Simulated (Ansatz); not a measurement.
# CH7Si (doublet): HSE06, B2PLYP, RPA-PBE over a scan of the distance Si1–H5 along a hydrogen transfer, cc-pVDZ, part 2 of 2

Ansatz 0.2.0, Gaussian basis; cc-pVDZ, all electrons in the functionals, frozen cores in the correlation of double hybrids and RPA. Earlier steps stand in the parts before.

## (12) RPA-PBE, 1.485 Å

The input, in.yaml:

```yaml
crystal:
  periodic: [false, false, false]
  atoms:
    - {symbol: Si, position_ang: [-0.934560, 0.000000, 0.000000]}
    - {symbol: H, position_ang: [-1.429432, 1.399708, 0.000000]}
    - {symbol: H, position_ang: [-1.429432, -0.699854, 1.212183]}
    - {symbol: H, position_ang: [-1.429432, -0.699854, -1.212183]}
    - {symbol: H, position_ang: [0.550055, 0.000000, 0.000000]}
    - {symbol: C, position_ang: [1.996440, 0.000000, 0.000000]}
    - {symbol: H, position_ang: [1.996440, -1.080022, 0.000000]}
    - {symbol: H, position_ang: [1.996440, 0.540011, 0.935327]}
    - {symbol: H, position_ang: [1.996440, 0.540012, -0.935327]}
basis:
  gaussian: {orbitals: cc-pVDZ}
magnetization: {spin_polarized: true, initial_magnetization: 1}
hamiltonian: {xc: {name: PBE}}
correlation: {method: rpa, electrons: outside_noble_gas}
```

Started as:

```
$ ansatz run in.yaml --threads 1 --pin off --events-out ev --progress --plain --max-ram 2816MiB --backend cpu
```

Log (excerpt; [...] marks lines left out):

```text
Functional definition: PBE
  name "PBE"
  cite "Perdew, Burke & Ernzerhof, Phys. Rev. Lett. 77, 3865 (1996) doi:10.1103/PhysRevLett.77.3865"
  parent pbe
[...]
612 factors; integrals over basis functions are off by at most 1.4e-3 eV
[...]
mean field -9019.41110199 eV, -331.4572444217 hartree, gradient 7.8e-6 eV, S^2 0.753851; 0 other end points of the search recorded, 0 dependent functions left out
6 core orbitals not correlated: weight in the atoms' cores, before any rotation towards them, 1.000 or more for the frozen orbitals, at most 0.000 for the correlated occupied ones
reference -8999.61372003 eV, -330.7297040539 hartree; 8, 7 occupied and 53, 54 virtual orbitals, 612 factors
Total energy: -9013.78281759 eV, -331.2504087850 hartree
```

It took 1.7 s on 1 thread of AMD EPYC 7R13, shared host.

From the report: ⟨S²⟩ of the determinant 0.754 (pure doublet: 0.75).

## (13) RPA-PBE, 1.536 Å

The input, in.yaml:

```yaml
crystal:
  periodic: [false, false, false]
  atoms:
    - {symbol: Si, position_ang: [-0.935659, 0.000000, 0.000000]}
    - {symbol: H, position_ang: [-1.430530, 1.399708, 0.000000]}
    - {symbol: H, position_ang: [-1.430530, -0.699854, 1.212183]}
    - {symbol: H, position_ang: [-1.430530, -0.699854, -1.212183]}
    - {symbol: H, position_ang: [0.600341, 0.000000, 0.000000]}
    - {symbol: C, position_ang: [1.995341, 0.000000, 0.000000]}
    - {symbol: H, position_ang: [1.995341, -1.080022, 0.000000]}
    - {symbol: H, position_ang: [1.995341, 0.540011, 0.935327]}
    - {symbol: H, position_ang: [1.995341, 0.540012, -0.935327]}
basis:
  gaussian: {orbitals: cc-pVDZ}
magnetization: {spin_polarized: true, initial_magnetization: 1}
hamiltonian: {xc: {name: PBE}}
correlation: {method: rpa, electrons: outside_noble_gas}
```

The command is unchanged.

Log (excerpt; [...] marks lines left out):

```text
Functional definition: PBE
  name "PBE"
  cite "Perdew, Burke & Ernzerhof, Phys. Rev. Lett. 77, 3865 (1996) doi:10.1103/PhysRevLett.77.3865"
  parent pbe
[...]
612 factors; integrals over basis functions are off by at most 1.3e-3 eV
[...]
mean field -9019.47807032 eV, -331.4597054623 hartree, gradient 5.3e-6 eV, S^2 0.753928; 0 other end points of the search recorded, 0 dependent functions left out
6 core orbitals not correlated: weight in the atoms' cores, before any rotation towards them, 1.000 or more for the frozen orbitals, at most 0.000 for the correlated occupied ones
reference -8999.58168355 eV, -330.7285267350 hartree; 8, 7 occupied and 53, 54 virtual orbitals, 612 factors
Total energy: -9013.81140719 eV, -331.2514594336 hartree
```

It took 1.9 s on 1 thread of AMD EPYC 7R13, shared host.

From the report: ⟨S²⟩ of the determinant 0.754 (pure doublet: 0.75).

From 1.485 Å: -28.6 meV.

## (14) RPA-PBE, 1.637 Å

The input, in.yaml:

```yaml
crystal:
  periodic: [false, false, false]
  atoms:
    - {symbol: Si, position_ang: [-0.937818, 0.000000, 0.000000]}
    - {symbol: H, position_ang: [-1.432690, 1.399708, 0.000000]}
    - {symbol: H, position_ang: [-1.432689, -0.699854, 1.212183]}
    - {symbol: H, position_ang: [-1.432690, -0.699854, -1.212183]}
    - {symbol: H, position_ang: [0.699182, 0.000000, 0.000000]}
    - {symbol: C, position_ang: [1.993182, 0.000000, 0.000000]}
    - {symbol: H, position_ang: [1.993182, -1.080022, 0.000000]}
    - {symbol: H, position_ang: [1.993182, 0.540011, 0.935327]}
    - {symbol: H, position_ang: [1.993182, 0.540012, -0.935327]}
basis:
  gaussian: {orbitals: cc-pVDZ}
magnetization: {spin_polarized: true, initial_magnetization: 1}
hamiltonian: {xc: {name: PBE}}
correlation: {method: rpa, electrons: outside_noble_gas}
```

The command is unchanged.

Log (excerpt; [...] marks lines left out):

```text
Functional definition: PBE
  name "PBE"
  cite "Perdew, Burke & Ernzerhof, Phys. Rev. Lett. 77, 3865 (1996) doi:10.1103/PhysRevLett.77.3865"
  parent pbe
[...]
612 factors; integrals over basis functions are off by at most 1.2e-3 eV
[...]
mean field -9019.55979939 eV, -331.4627089506 hartree, gradient 7.9e-6 eV, S^2 0.753753; 0 other end points of the search recorded, 0 dependent functions left out
6 core orbitals not correlated: weight in the atoms' cores, before any rotation towards them, 1.000 or more for the frozen orbitals, at most 0.000 for the correlated occupied ones
reference -8999.54159142 eV, -330.7270533764 hartree; 8, 7 occupied and 53, 54 virtual orbitals, 612 factors
Total energy: -9013.84751318 eV, -331.2527863041 hartree
```

Run time: 1.7 s. Hardware: 1 thread of AMD EPYC 7R13, shared host.

From the report: ⟨S²⟩ of the determinant 0.754 (pure doublet: 0.75).

From 1.485 Å: -64.7 meV.

## (15) RPA-PBE, 1.739 Å

The input, in.yaml:

```yaml
crystal:
  periodic: [false, false, false]
  atoms:
    - {symbol: Si, position_ang: [-0.939998, 0.000000, 0.000000]}
    - {symbol: H, position_ang: [-1.434870, 1.399708, 0.000000]}
    - {symbol: H, position_ang: [-1.434869, -0.699854, 1.212183]}
    - {symbol: H, position_ang: [-1.434870, -0.699854, -1.212183]}
    - {symbol: H, position_ang: [0.799002, 0.000000, 0.000000]}
    - {symbol: C, position_ang: [1.991002, 0.000000, 0.000000]}
    - {symbol: H, position_ang: [1.991002, -1.080022, 0.000000]}
    - {symbol: H, position_ang: [1.991002, 0.540011, 0.935327]}
    - {symbol: H, position_ang: [1.991002, 0.540012, -0.935327]}
basis:
  gaussian: {orbitals: cc-pVDZ}
magnetization: {spin_polarized: true, initial_magnetization: 1}
hamiltonian: {xc: {name: PBE}}
correlation: {method: rpa, electrons: outside_noble_gas}
```

Launched as before.

Log (excerpt; [...] marks lines left out):

```text
Functional definition: PBE
  name "PBE"
  cite "Perdew, Burke & Ernzerhof, Phys. Rev. Lett. 77, 3865 (1996) doi:10.1103/PhysRevLett.77.3865"
  parent pbe
[...]
612 factors; integrals over basis functions are off by at most 1.2e-3 eV
[...]
mean field -9019.57846672 eV, -331.4633949622 hartree, gradient 8.8e-6 eV, S^2 0.753215; 0 other end points of the search recorded, 0 dependent functions left out
6 core orbitals not correlated: weight in the atoms' cores, before any rotation towards them, 1.000 or more for the frozen orbitals, at most 0.000 for the correlated occupied ones
reference -8999.55505428 eV, -330.7275481271 hartree; 8, 7 occupied and 53, 54 virtual orbitals, 612 factors
Total energy: -9013.86110155 eV, -331.2532856676 hartree
```

Wall time 1.9 s (1 thread of AMD EPYC 7R13, shared host).

From the report: ⟨S²⟩ of the determinant 0.753 (pure doublet: 0.75).

From 1.485 Å: -78.3 meV.

## (16) RPA-PBE, 1.841 Å

The input, in.yaml:

```yaml
crystal:
  periodic: [false, false, false]
  atoms:
    - {symbol: Si, position_ang: [-0.942178, 0.000000, 0.000000]}
    - {symbol: H, position_ang: [-1.437050, 1.399708, 0.000000]}
    - {symbol: H, position_ang: [-1.437050, -0.699854, 1.212183]}
    - {symbol: H, position_ang: [-1.437050, -0.699854, -1.212183]}
    - {symbol: H, position_ang: [0.898822, 0.000000, 0.000000]}
    - {symbol: C, position_ang: [1.988822, 0.000000, 0.000000]}
    - {symbol: H, position_ang: [1.988822, -1.080022, 0.000000]}
    - {symbol: H, position_ang: [1.988822, 0.540011, 0.935327]}
    - {symbol: H, position_ang: [1.988821, 0.540012, -0.935327]}
basis:
  gaussian: {orbitals: cc-pVDZ}
magnetization: {spin_polarized: true, initial_magnetization: 1}
hamiltonian: {xc: {name: PBE}}
correlation: {method: rpa, electrons: outside_noble_gas}
```

Same command.

Log (excerpt; [...] marks lines left out):

```text
Functional definition: PBE
  name "PBE"
  cite "Perdew, Burke & Ernzerhof, Phys. Rev. Lett. 77, 3865 (1996) doi:10.1103/PhysRevLett.77.3865"
  parent pbe
[...]
612 factors; integrals over basis functions are off by at most 1.2e-3 eV
[...]
mean field -9019.45894425 eV, -331.4590025922 hartree, gradient 6.8e-6 eV, S^2 0.752723; 0 other end points of the search recorded, 0 dependent functions left out
6 core orbitals not correlated: weight in the atoms' cores, before any rotation towards them, 1.000 or more for the frozen orbitals, at most 0.000 for the correlated occupied ones
reference -8999.52366467 eV, -330.7263945802 hartree; 8, 7 occupied and 53, 54 virtual orbitals, 612 factors
Total energy: -9013.76213874 eV, -331.2496488511 hartree
```

It took 1.6 s on 1 thread of AMD EPYC 7R13, shared host.

From the report: ⟨S²⟩ of the determinant 0.753 (pure doublet: 0.75).

From 1.485 Å: +20.7 meV.

## (17) The comparison

The yardstick is UCCSDT(Q), where the cluster series has nearly closed. It comes from earlier runs at the same points. Energies in meV, counted from 1.485 Å; blanks weren't run or aren't comparable.

```
    level  1.485 Å  1.536 Å  1.637 Å  1.739 Å  1.841 Å
UCCSDT(Q)      0.0    -17.6    -36.7    -46.7     42.5
    HSE06      0.0    -47.8   -105.8   -124.8    -25.4
   B2PLYP      0.0    -26.2    -57.1    -71.5     16.9
  RPA-PBE      0.0    -28.6    -64.7    -78.3     20.7
```

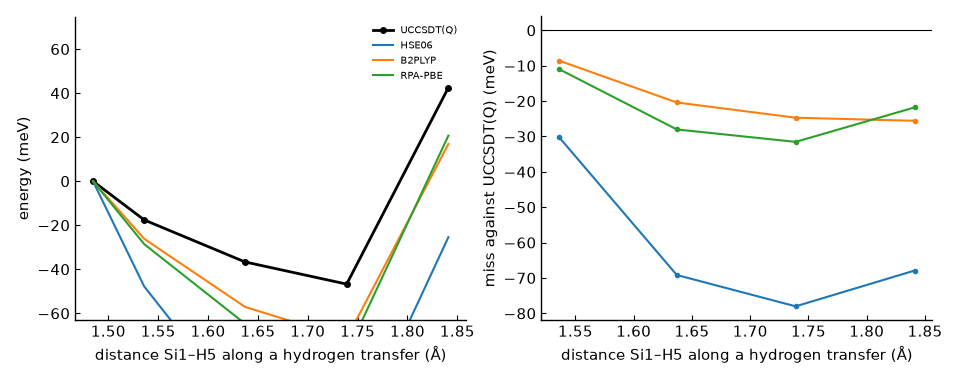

Left: the curves (the axis may cut off levels that run far away). Right: misses against UCCSDT(Q), in the same colours.

Largest miss and mean time a point (UCCSDT(Q) took 9.2 s a point; shared hosts):

```
  level  largest miss (meV)    where  time a point
  HSE06               -78.0  1.739 Å           2 s
 B2PLYP               -25.6  1.841 Å           2 s
RPA-PBE               -31.5  1.739 Å         1.8 s
```

## (18) Outcome

The summary covers parts 1 to 2.

| quantity | value |
| --- | --- |
| span of the UCCSDT(Q) curve | 89.2 meV |
| largest miss, HSE06 | -78.0 meV (1.739 Å) |
| largest miss, B2PLYP | -25.6 meV (1.841 Å) |
| largest miss, RPA-PBE | -31.5 meV (1.739 Å) |

What this shows: Of the functionals, B2PLYP keep the smallest largest miss at the points compared (at most 25.6 meV) and HSE06 strays most (78.0 meV, at 1.739 Å). Functionals and the yardstick converge differently with the basis, so part of each miss in cc-pVDZ is the basis.
